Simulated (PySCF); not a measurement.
**C$_{5}$H$_{12}$Si (SMILES C=C[Si](C)(C)C): density, localisation and related maps**

Input file:

```
{"job": {"xc": "PBE0", "basis": "pcSseg-1", "solvent": "chloroform", "kind": "nmr", "pop": true}, "charge": 0, "multiplicity": 1}
C      0.766220     1.262390     2.119427
C     -0.264429     0.727904     1.483657
Si    -0.161708    -0.129112    -0.205310
C      0.785715    -1.777381    -0.024582
C      0.749087     0.994317    -1.450741
C     -1.936082    -0.468069    -0.816211
H      1.759151     1.249105     1.699356
H      0.675148     1.738706     3.084446
H     -1.234955     0.776824     1.963773
H      0.292407    -2.441614     0.678705
H      0.859185    -2.299738    -0.973863
H      1.795389    -1.610579     0.338148
H      1.765267     1.196657    -1.126988
H      0.245802     1.950042    -1.561873
H      0.803975     0.535132    -2.433333
H     -2.502386     0.452364    -0.921713
H     -2.476484    -1.108085    -0.125299
H     -1.932695    -0.961928    -1.783077
```

Launched as:

```sh
OMP_NUM_THREADS=1 python ens_run.py task.json out
```

Geometry: GFN2-xTB.

Computed with PBE0/pcSseg-1, SCF density, in a chloroform solvent model, non-relativistic in PySCF 2.14.0.

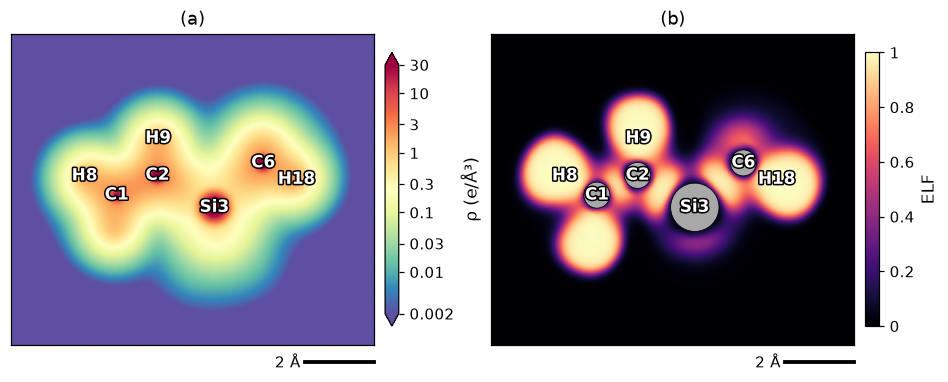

Figure 1. (a) total electron density; (b) electron localisation function on the plane of atoms Si3, C6 and H18. Grey discs cover the atomic cores in the ELF map.

Describe what can be read from this map.

Atoms in the plane: C, Si and H.
C–C (1.32 Å): ρ at the midpoint is about 2.3 e/Å³; the ELF peaks at about 0.90 between the atoms; a short, multiple covalent bond.
C–Si (1.90 Å): the density is about 0.92 e/Å³ at the midpoint; the ELF peaks at about 0.95 between the atoms (a shared electron pair).
C–H (1.08 Å): the density is about 2 e/Å³ at the midpoint; the ELF climbs to about 1 towards the hydrogen, as it does in any bond to H: a covalent bond by its length.

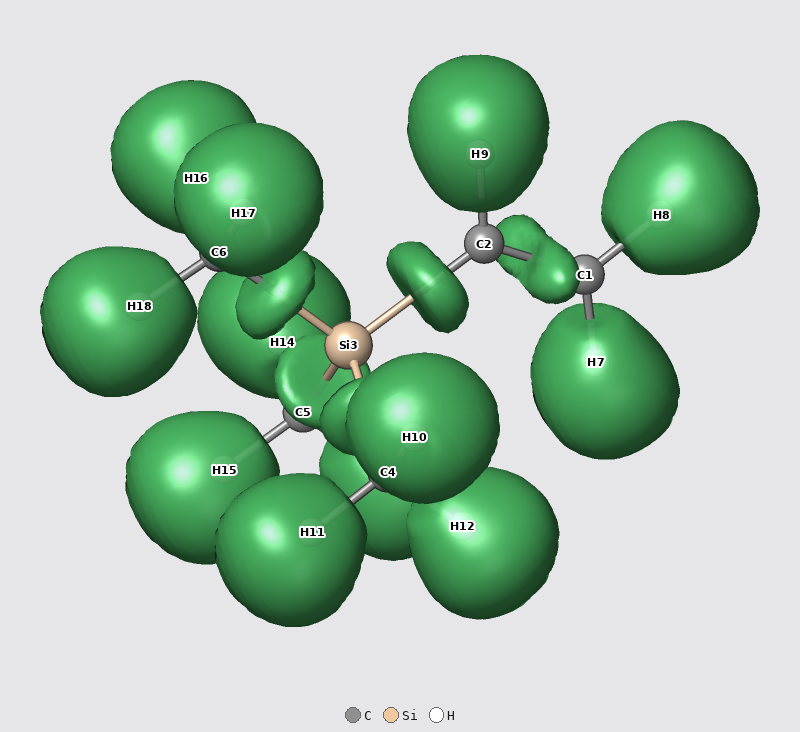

Figure 2. Isosurface of the ELF at 0.85 (green), seen at a tilt. Only the valence region is drawn (cores and ρ < 0.01 e/Å³ removed).

Identify the bonds, lone pairs and shells in this picture.

At this value the surface marks out one region between bonded C–C atoms (shared pairs), four regions between bonded C–Si atoms (shared pairs) and twelve regions around hydrogen nuclei.

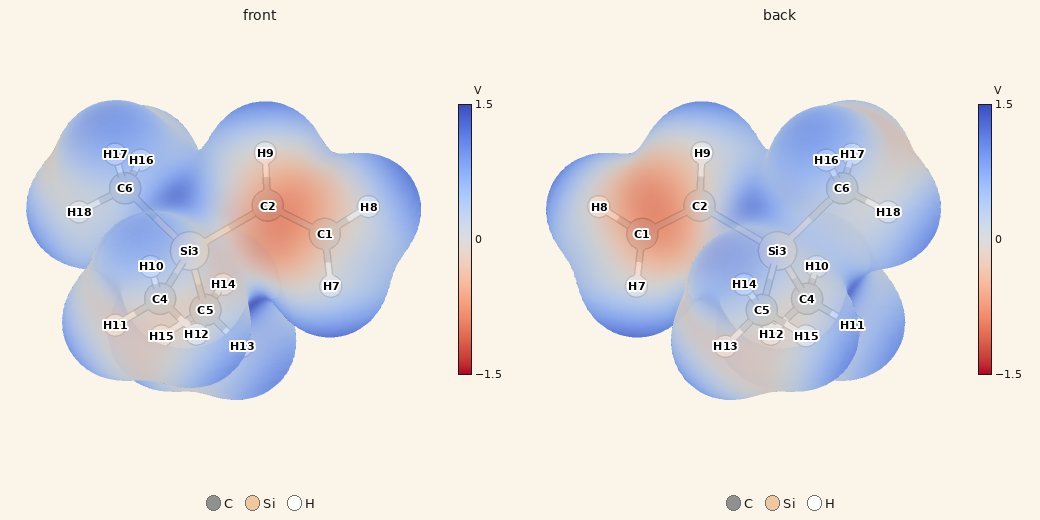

Figure 3. The molecular electrostatic potential painted on the density surface at 0.004 e/bohr³, seen from the front and from behind; red is negative and blue positive.

Which sites attract a positive test charge, and which a negative one?

A positive charge is drawn to the negative regions and a negative charge to the positive ones. The most negative region (about −0.9 V, or −21 kcal/mol for a unit charge) lies over the π face of C1 and C2, the most positive (about +1.2 V, or +28 kcal/mol for a unit charge) over Si3.
